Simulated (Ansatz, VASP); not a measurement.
# Cross-check of Zr (Zirconium) between VASP and Ansatz

Wanted: the spread between two codes on one cell, functional and k mesh. The cell is a member of a volume series, scaled by 0.98 from a relaxed one, so a pressure remains.

Program: Ansatz 0.2.0. Level of theory: plane waves, with VASP 6.6.1 beside it; single point at r2SCAN and band structure at r2SCAN, spin-orbit coupling. Results are calculated unless marked as measured.

### Step 1. The structure

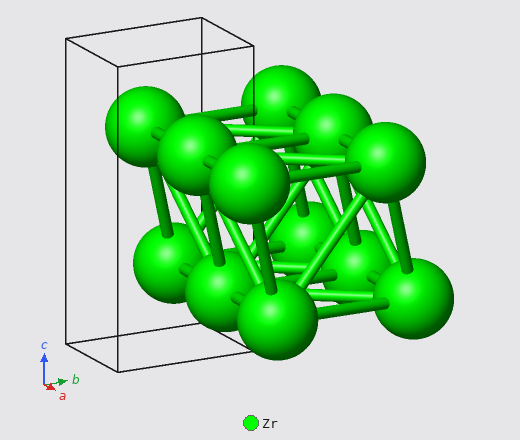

The starting structure, seen slightly off an axis (zirconium green). 3×2×1 cells are drawn.

As a file:

```
Zr
1.0
     3.21616    0.00000    0.00000
    -1.60808    2.78528    0.00000
     0.00000    0.00000    5.12480
Zr
2
Direct
  0.33333 0.66667 0.25000
  0.66667 0.33333 0.75000
```

### Step 2. VASP: single point, r2SCAN

With cell and atoms fixed, the geometry can't cause a difference; cores, projectors, grids and the points listed under the comparison can.

Lines of VASP's logs that name or quote its potential files are left out, and so is its time.

The input, INCAR:

```
SYSTEM = Zr
PREC = Accurate
ENCUT = 400
EDIFF = 1E-06
NELM = 100
ISMEAR = 1
SIGMA = 0.2
LREAL = .FALSE.
ALGO = Normal
METAGGA = R2SCAN
LASPH = .TRUE.
NBANDS = 18
LORBIT = 11
LWAVE = .FALSE.
LCHARG = .FALSE.
KPAR = 2
ISIF = 2
```

The input, POSCAR:

```
Zr
1.0
    3.2161620348      0.0000000000      0.0000000000
   -1.6080810174      2.7852780248      0.0000000000
    0.0000000000      0.0000000000      5.1247950625
Zr
2
Direct
    0.3333333333      0.6666666667      0.2500000000
    0.6666666667      0.3333333333      0.7500000000
```

The input, KPOINTS:

```
Automatic mesh
0
Gamma
9 9 5
0 0 0
```

PAW data sets: Zr_sv (PBE family, release 64).

On the command line:

```console
$ mpirun -np 2 vasp_std
```

Numbers of over 12 decimals in the logs are rounded to 6 here.

The program printed:

```text
[banner, memory and clock lines left out]
running    2 mpi-ranks, on    1 nodes
 distrk:  each k-point on    1 cores,    2 groups
 distr:  one band on    1 cores,    1 groups

 POSCAR found type information on POSCAR Zr
 POSCAR found :  1 types and       2 ions
|                                                                             |
|               ----> ADVICE to this user running VASP <----                  |
|                                                                             |
|     You enforced a specific xc type in the INCAR file but a different       |
|     [... a line on the potential file left out ...]
|     I HOPE YOU KNOW WHAT YOU ARE DOING!                                     |
|                                                                             |

 LDA part: xc-table for (None), standard interpolation
 POSCAR, INCAR and KPOINTS ok, starting setup
 FFT: planning ... GRIDC
 FFT: planning ... GRID_SOFT
 FFT: planning ... GRID
 WAVECAR not read
 entering main loop
       N       E                     dE             d eps       ncg     rms          rms(c)
DAV:   1     0.145350724157E+03    0.14535E+03   -0.12047E+04  1296   0.113E+03
DAV:   2    -0.420630694038E+02   -0.18741E+03   -0.18420E+03  1580   0.354E+02
DAV:   3    -0.584639780289E+02   -0.16401E+02   -0.16260E+02  2394   0.671E+01
DAV:   4    -0.589294533253E+02   -0.46548E+00   -0.46514E+00  1568   0.124E+01
DAV:   5    -0.589413732287E+02   -0.11920E-01   -0.11914E-01  1914   0.146E+00    0.184E+01
DAV:   6    -0.455490121397E+02    0.13392E+02   -0.13050E+01  1668   0.204E+01    0.443E+00
DAV:   7    -0.454734622226E+02    0.75550E-01   -0.30633E-01  1510   0.458E+00    0.142E+00
DAV:   8    -0.454887519909E+02   -0.15290E-01   -0.15199E-01  2140   0.291E+00    0.877E-01
DAV:   9    -0.455004774800E+02   -0.11725E-01   -0.27687E-02  1892   0.140E+00    0.654E-01
DAV:  10    -0.454984923371E+02    0.19851E-02   -0.75451E-03  1404   0.732E-01    0.558E-02
DAV:  11    -0.454984994776E+02   -0.71405E-05   -0.61387E-04  1972   0.171E-01    0.327E-02
DAV:  12    -0.454984989101E+02    0.56752E-06   -0.26887E-05  1598   0.447E-02    0.111E-02
DAV:  13    -0.454984998464E+02   -0.93633E-06   -0.81632E-07  1096   0.664E-03
   1 F= -.45498500E+02 E0= -.45499719E+02  d E =0.365725E-02
```

Parts of OUTCAR (step 2):

```text
ion  position               nearest neighbor table
   1  0.333  0.667  0.250-   2 3.16   2 3.16   2 3.16   2 3.16   2 3.16   2 3.16
   2  0.667  0.333  0.750-   1 3.16   1 3.16   1 3.16   1 3.16   1 3.16   1 3.16

  LATTYP: Found a hexagonal cell.
 ALAT       =     3.2161620348
 C/A-ratio  =     1.5934505187

 Subroutine GETGRP returns: Found 24 space group operations
 (whereof 12 operations were pure point group operations)

The static configuration has the point symmetry D_3d.
 The point group associated with its full space group is D_6h.

 Found     36 irreducible k-points:

   k-points           NKPTS =     36   k-points in BZ     NKDIM =     36   number of bands    NBANDS=     18

   dimension x,y,z NGX =    24 NGY =   24 NGZ =   36
   dimension x,y,z NGXF=    48 NGYF=   48 NGZF=   72

   ENCUT  =  400.0 eV  29.40 Ry    5.42 a.u.   5.24  5.24  8.36*2*pi/ulx,y,z

   NELECT =      24.0000    total number of electrons

 k-points in reciprocal lattice and weights: Automatic mesh
   0.00000000  0.00000000  0.00000000       0.002
   0.11111111 -0.00000000  0.00000000       0.015
   0.22222222 -0.00000000  0.00000000       0.015
   0.33333333  0.00000000  0.00000000       0.015
   0.44444444 -0.00000000  0.00000000       0.015
   0.11111111  0.11111111  0.00000000       0.015
   0.22222222  0.11111111  0.00000000       0.030
   0.33333333  0.11111111  0.00000000       0.030
   0.44444444  0.11111111  0.00000000       0.015
[...]
0.33333333  0.22222222  0.40000000       0.059
   0.33333333  0.33333333  0.40000000       0.010

 average (electrostatic) potential at core
       1 -79.6303       2 -79.6303

 E-fermi :   9.2311

 k-point     1 :       0.0000    0.0000    0.0000
  band No.  band energies     occupation
    ...
      6     -18.1073      2.00000
      7     -18.0999      2.00000
      8     -18.0999      2.00000
      9       3.1680      2.00000
     10       5.9590      2.00000
     11      10.1801     -0.00000
     12      10.1801     -0.00000
     13      10.2855     -0.00000
     14      10.3407     -0.00000
     15      10.9403     -0.00000
    ...

 k-point     2 :       0.1111   -0.0000    0.0000
  band No.  band energies     occupation
    ...
      6     -18.1933      2.00000
      7     -18.1248      2.00000
      8     -18.1115      2.00000
      9       3.5309      2.00000
     10       6.2777      2.00000
     11       9.4892     -0.06969
     12       9.6515     -0.01135
     13      10.5182     -0.00000
     14      10.6066     -0.00000
     15      10.8781     -0.00000
    ...

 k-point     3 :       0.2222   -0.0000    0.0000
  band No.  band energies     occupation
    ...
      8     -18.1443      2.00000
      9       4.4934      2.00000
     10       6.9207      2.00000
     11       8.4789      2.00000
     12       8.7228      2.00192
     13      10.0939     -0.00000
     14      10.7228     -0.00000
     15      10.7507     -0.00000
     16      11.4895     -0.00000
     17      11.6658     -0.00000
    ...

  Total        0.5670580      0.5670580      0.6429749      0.0000000      0.0000000      0.0000000
  in kB       19.7904227     19.7904227     22.4399354      0.0000000      0.0000000      0.0000000
  external PRESSURE =      20.6735936 kB  Pullay stress =       0.0000000 kB

  energy-cutoff  :      400.00
  volume of cell :       45.91
      direct lattice vectors                 reciprocal lattice vectors
     3.216162035  0.000000000  0.000000000     0.310929608  0.179515293  0.000000000
    -1.608081017  2.785278025  0.000000000     0.000000000  0.359030585  0.000000000
     0.000000000  0.000000000  5.124795062     0.000000000  0.000000000  0.195129754

 POSITION                                       TOTAL-FORCE (eV/Angst)
 -----------------------------------------------------------------------------------
     -0.00000      1.85685      1.28120        -0.000000      0.000000      0.000000
      1.60808      0.92843      3.84360         0.000000     -0.000000      0.000000
 -----------------------------------------------------------------------------------
    total drift:                               -0.000000      0.000000     -0.000000

  FREE ENERGIE OF THE ION-ELECTRON SYSTEM (eV)
  ---------------------------------------------------
  free  energy   TOTEN  =       -45.4984998464 eV

  energy  without entropy=      -45.5021571003  energy(sigma->0) =      -45.49971893

 total charge
# of ion       s       p       d       tot
------------------------------------------
    1        2.229   5.969   1.597   9.795
    2        2.229   5.969   1.597   9.795
--------------------------------------------------
tot          4.458  11.938   3.194  19.590

[... 3 further parts left out ...]
```

The run ends at a pressure of 2.07 GPa.

### Step 3. Ansatz: single point, r2SCAN

Ansatz runs on its default PAW (the set named soft_2) files.

The same cell, functional, mesh and smearing now go to Ansatz, which takes its cutoff from its data sets.

The input, input.yaml:

```yaml
crystal:
  lattice:
    - [3.2161620348, 0.0, 0.0]
    - [-1.6080810174, 2.7852780248, 0.0]
    - [0.0, 0.0, 5.1247950625]
  atoms:
    - { symbol: Zr, position: [0.3333333333, 0.6666666667, 0.25] }
    - { symbol: Zr, position: [0.6666666667, 0.3333333333, 0.75] }
hamiltonian:
  xc: r2scan
  pseudopotentials: { kind: paw }
kpoints:
  mp_grid: { grid: [9, 9, 5] }
scf:
  occupations: { method: methfessel_paxton, width: 0.2 }
  n_extra_bands: 4
output:
  forces: true
  stress: true
  eigenvalues: true
```

On the command line:

```console
$ ansatz run input.yaml --threads 2 --pin off --max-ram 4608MiB --backend cpu --events-out ev --progress --plain --runs-dir out
```

The program printed:

```text
scf.n_extra_bands = 4 over 12 filled bands (N_el = 24.0): the run solves 16 bands
Engine: ansatz 0.2.0, aarch64-unknown-linux-gnu
Pseudopotentials: kind: paw
Pseudopotential: Zr, paw, valence charge 12, recommended cutoff 500 eV (meta_gga), Zr.paw.azcp
Functional definition: r2SCAN
  parameter k0 = 0.174
  parameter k1 = 0.065
  parameter a1 = 4.9479
  exchange = r2scan_x(k0 = k0, k1 = k1, a1 = a1)
  correlation = r2scan_c
Crystal: 2 atoms, lattice volume = 45.907 Å³
Basis set: ecut = 500 eV, 1141 PW (Γ), exchange–correlation on 96×96×160 points (64 copies of the dense FFT grid, shifted against one another)
Bands: 16, of which v1, the nominal top of the filled ones, is band 12 counted from 1 (11 counted from 0)
Symmetry: 24 space group operations
Space group: P63/mmc (ITA 194), of the structure as read, at distance tolerance 3.6e-5 Å
k-points: 36 of 405
Non-local potential: Zr, projectors of the file, l = 0: 3, l = 1: 2, l = 2: 2, l = 3: 2
PAW form: soft (Blöchl's): semilocal exchange-correlation on the pseudo side does not see the compensation charge
PAW frozen core: Zr, regenerated for the run's functional (the file was generated under x = pbe(κ = 0.804, μ = 0.219515), c = pbe(β = 0.066725))
PAW one-centre angular grid: Zr, 590 points (default); XC on 160 Gauss nodes
Initial density: superposition of atomic densities (neutral atoms: chi_scale 0, normalization atom), corrected by the library's trained network
Initial wavefunctions: pseudopotential atomic-orbital guess
Functional: x = r2scan, c = r2scan; τ floored in thin density (d = 2e-4 eV/Å³)
SCF iter   1: F=—  HF=-8389.977097 eV  |F-HF|=—  |Δ(HF+E_count)|=         —  Δρ=7.29e-3  dr2=1.86e-2  dr2_τ=1.07e-2  ethr=1.77e-3  ⟨swp⟩=4.9  Hψ=2407  notcnv=0
preconditioner: auto → none  [metal: Δε(μ)=0.071 eV  Ē_g=3.444 eV  σ=0.200 eV  W_gap=0.29  n_scr=8 (ndim 8)  ℏωp=15.5 eV  f_vac=0.000  D(μ)=1.58/eV (n_scr^D=10)  sad-step TF]
SCF iter   2: F=—  HF=-8390.041710 eV  |F-HF|=—  |Δ(HF+E_count)|=   6.46e-2  S|Δr|=    0.00e0  Δρ=4.91e-3  dr2=8.18e-3  dr2_τ=4.34e-4  ethr=7.75e-5  ⟨swp⟩=2.0  Hψ=1293  notcnv=0
SCF iter   3: F=—  HF=-8390.043170 eV  |F-HF|=—  |Δ(HF+E_count)|=   1.46e-3  S|Δr|=    0.00e0  Δρ=5.22e-4  dr2=9.51e-5  dr2_τ=3.40e-5  ethr=3.41e-5  ⟨swp⟩=2.0  Hψ=924  notcnv=0
SCF iter   4: F=—  HF=-8390.043332 eV  |F-HF|=—  |Δ(HF+E_count)|=   1.61e-4  S|Δr|=    0.00e0  Δρ=1.48e-4  dr2=5.37e-6  dr2_τ=6.89e-7  ethr=3.96e-7  ⟨swp⟩=2.9  Hψ=1114  notcnv=0
SCF iter   5: F=—  HF=-8390.043343 eV  |F-HF|=—  |Δ(HF+E_count)|=   1.10e-5  S|Δr|=    0.00e0  Δρ=3.69e-5  dr2=2.61e-7  dr2_τ=2.33e-8  ethr=2.24e-8  ⟨swp⟩=2.0  Hψ=967  notcnv=0
SCF iter   6: F=-8390.043343 eV  HF=-8390.043343 eV  |F-HF|=1.11e-8  |Δ(HF+E_count)|=   3.65e-7  S|Δr|=    0.00e0  Δρ=8.21e-6  dr2=1.93e-8  dr2_τ=6.25e-10  ethr=4.17e-10  ⟨swp⟩=5.2  Hψ=2518  notcnv=0
SCF 1 converged in 6 iterations: F = -8390.043343 eV  dr2 = 1.93e-8
  greatest PAW one-centre occupation: 0.989 electrons in one spin orbital (limit 2), on the Zr atom at site 1 (counted from 0), in its partial waves of l = 0
SCF converged after 6 iterations
Stability not checked: this state was not tested for a lower state beside it, because cold or Methfessel-Paxton smearing, or corrected tetrahedra, fill the levels in a way that the test cannot read (fill_not_monotonic; see scf.lower_state_search)
Free energy (F): -8390.043343 eV
Harris-Foulkes:  -8390.043343 eV  (|F-HF|=1.11e-8)
Internal energy: -8390.046889 eV  (E = F + TS)
E sigma→0 (E₀):  -8390.044230 eV
Entropy (-TS):   0.003546 eV (1.773 meV/atom)
Fermi energy:    14.314445 eV
Step filling:    the computed levels leave a gap of 0.0300 eV = 0.1 smearing widths at the electron count; against every level under it full and every level over it empty, smearing changes F+E_penalty+E_count by +0.786 meV and its σ→0 estimate by -0.101 meV
--- Per-component energies (eV) ---
  E_band       = -206.750705
  E_kinetic    = 664.443021
  E_local      = -1235.956917  (includes V_loc(G=0)·N_el)
  E_nonlocal   = 160.090279
  E_hartree    = 381.612466
  E_xc         = -310.693825
  E_vxc        = -421.173785  (∫ρ·V_xc dr)
  E_paw        = -5942.144020  (= ΣΔE_a)
  E_vpaw       = -162.224192  (= ΣTr[D̂ρ^β])
  E_aug_tail   = 0.000018  (compensation charges beyond the density's cutoff)
  E_vtau       = 24.843828  (kinetic-family band-sum trace: ∫τ·v_τ [+ j·A + Jᵃ·Aᵃ] dr)
  E_ewald      = -2107.068429
  E_core_change = -0.329483  (= ΣΔE_core)
  E_smearing   = 0.003546  (= −TS)
  E_closure    = 0.000000  (closes the sum)
  Σ components = -8390.043343   (vs F -8390.043343, Δ=0.00e0)
--- Forces (eV/Å), atoms counted from 1 ---
  atom   1  Zr     0.00000000     0.00000000     0.00000000
  atom   2  Zr    -0.00000000    -0.00000000     0.00000000
  max |Σ_I F_I| component: 5.55e-17 eV/Å
--- Stress (GPa, compression-positive) ---
        2.172832      -0.000000       0.000000
       -0.000000       2.172832       0.000000
        0.000000       0.000000       2.479137
  P = ⅓ Tr σ = 2.2749 GPa (22.749 kbar)
--- Band table (eV; the first three rows and the last of 36) ---
  k-point 0: bands = [... 8 lower, 8.2639, 11.0444, 15.2600, 15.2600, 15.3816, 15.4192, 16.0196, 16.0196]
  k-point 1: bands = [... 8 lower, 8.6146, 11.0064, 14.8348, 15.1263, 15.1263, 15.1349, 15.7719, 15.7719]
  k-point 2: bands = [... 8 lower, 9.5359, 10.5590, 14.2471, 14.5302, 15.0869, 15.0869, 15.3393, 15.3393]
  k-point 35: bands = [... 8 lower, 12.6864, 12.8032, 12.8032, 13.0026, 14.2065, 14.2065, 16.3209, 16.9930]
```

Wall time 1.6 s (2 threads of Arm Neoverse V2, shared host); peak memory 0.41 GiB; 3 s of CPU time.

The column dr2 measures how far the density is from self-consistency, as an energy; F and HF (Harris–Foulkes) agree once it is small.

The run ends at a pressure of 2.27 GPa.

### Step 4. Side by side

Known differences besides the PAW data sets themselves: VASP keeps PBE cores, Ansatz makes them for the functional; the cutoff is 500 eV in Ansatz and 400 eV in VASP. Total energies have different zeros and are not compared.

Both answers:

```csv
quantity,Ansatz,VASP,difference
pressure (GPa),2.27,2.07,+0.21
```

Ansatz's pressure holds a Pulay correction of 0.09 GPa; VASP's holds none.

### Step 5. VASP: band structure, r2SCAN, spin-orbit coupling

The same path points are solved in both programs, so levels can be compared one by one. The cell compared in this pair holds 46.84 Å³, against 45.91 Å³ for the pair before.

Edit INCAR of step 2 so:

```diff
@@ -11,3 +11,8 @@
 LASPH = .TRUE.
-NBANDS = 18
+LNONCOLLINEAR = .TRUE.
+MAGMOM = 0 0 0 0 0 0
+NBANDS = 36
+GGA_COMPAT = .FALSE.
+LSORBIT = .TRUE.
+LMAXMIX = 4
 LORBIT = 11
@@ -16,2 +21 @@
 KPAR = 2
-ISIF = 2
```

The input, POSCAR:

```
Zr
1.0
    3.2378935186      0.0000000000      0.0000000000
   -1.6189467593      2.8040980418      0.0000000000
    0.0000000000      0.0000000000      5.1594231066
Zr
2
Direct
    0.3333333333      0.6666666667      0.2500000000
    0.6666666667      0.3333333333      0.7500000000
```

The input, KPOINTS:

```
Automatic mesh
0
Gamma
8 8 4
0 0 0
```

The input, KPOINTS_OPT:

```
Line mode
16
Line-mode
Reciprocal
  0.00000000   0.00000000   0.00000000 GAMMA
  0.50000000   0.00000000   0.00000000 M

  0.50000000   0.00000000   0.00000000 M
  0.33333333   0.33333333   0.00000000 K

  0.33333333   0.33333333   0.00000000 K
  0.00000000   0.00000000   0.00000000 GAMMA

  0.00000000   0.00000000   0.00000000 GAMMA
  0.00000000   0.00000000   0.50000000 A

  0.00000000   0.00000000   0.50000000 A
  0.50000000   0.00000000   0.50000000 L

  0.50000000   0.00000000   0.50000000 L
  0.33333333   0.33333333   0.50000000 H

  0.33333333   0.33333333   0.50000000 H
  0.00000000   0.00000000   0.50000000 A

  0.50000000   0.00000000   0.50000000 L
  0.50000000   0.00000000   0.00000000 M

  0.33333333   0.33333333   0.00000000 K
  0.33333333   0.33333333   0.50000000 H
```

On the command line:

```console
$ mpirun -np 2 vasp_ncl
```

The program printed:

```text
[banner, memory and clock lines left out]
running    2 mpi-ranks, on    1 nodes
[...]
[... a notice as in an earlier step ...]

 LDA part: xc-table for (None), standard interpolation
 POSCAR, INCAR and KPOINTS ok, starting setup
[...]
entering main loop
       N       E                     dE             d eps       ncg     rms          rms(c)
DAV:   1     0.175526817343E+03    0.17553E+03   -0.11264E+04  2192   0.113E+03
DAV:   2    -0.379226412355E+02   -0.21345E+03   -0.20517E+03  2608   0.378E+02
DAV:   3    -0.580438840447E+02   -0.20121E+02   -0.19520E+02  3648   0.741E+01
DAV:   4    -0.590334841459E+02   -0.98960E+00   -0.98561E+00  2992   0.191E+01
[...]
DAV:  14    -0.456533212267E+02   -0.12072E-05   -0.72263E-07  1708   0.710E-03    0.354E-03
DAV:  15    -0.456533228109E+02   -0.15842E-05   -0.33538E-07  1260   0.550E-03    0.314E-04
DAV:  16    -0.456533228367E+02   -0.25784E-07   -0.10988E-07  1216   0.268E-03
   1 F= -.45653323E+02 E0= -.45657283E+02  d E =0.118800E-01  mag=    -0.0000    -0.0000    -0.0000
 Start KPOINTS_OPT (optional k-point list driver)
k-point batch [1-30\144]
       N       E                     dE             ncg
DAV:   1    -0.291987899714E+04   -0.19491E+05     2168
DAV:   2    -0.951415144790E+04   -0.65943E+04     2568
DAV:   3    -0.100253529991E+05   -0.51120E+03     3476
DAV:   4    -0.100543308580E+05   -0.28978E+02     3016
DAV:   5    -0.100558892791E+05   -0.15584E+01     3212
DAV:   6    -0.100559103646E+05   -0.21086E-01     3044
DAV:   7    -0.100559110013E+05   -0.63666E-03     2980
DAV:   8    -0.100559110176E+05   -0.16275E-04     2512
DAV:   9    -0.100559110180E+05   -0.42057E-06     1936
[...]
k-point batch [121-144\144]
       N       E                     dE             ncg
DAV:   1     0.210466000724E+04   -0.22770E+05     1760
DAV:   2    -0.283697307690E+04   -0.49416E+04     1932
DAV:   3    -0.323108763698E+04   -0.39411E+03     2712
DAV:   4    -0.325801962649E+04   -0.26932E+02     2504
[...]
DAV:   8    -0.325940173649E+04   -0.31826E-04     2104
DAV:   9    -0.325940173776E+04   -0.12705E-05     1632
DAV:  10    -0.325940173785E+04   -0.90769E-07     1352
```

(Continued in part 2 of 2.)

[Lines on the potential files, build, host, timing and source positions are cut from VASP's logs without a mark.]

[Logs are printed without paths, hosts, clocks, repeated set-up lines and the standing remarks that a program may print on its own settings, such as how far it seeks lower states.]

[Hosts, paths, dates, database ids (printed as entryN), source tags and the programs' standing remarks are cut or masked in the printed files.]
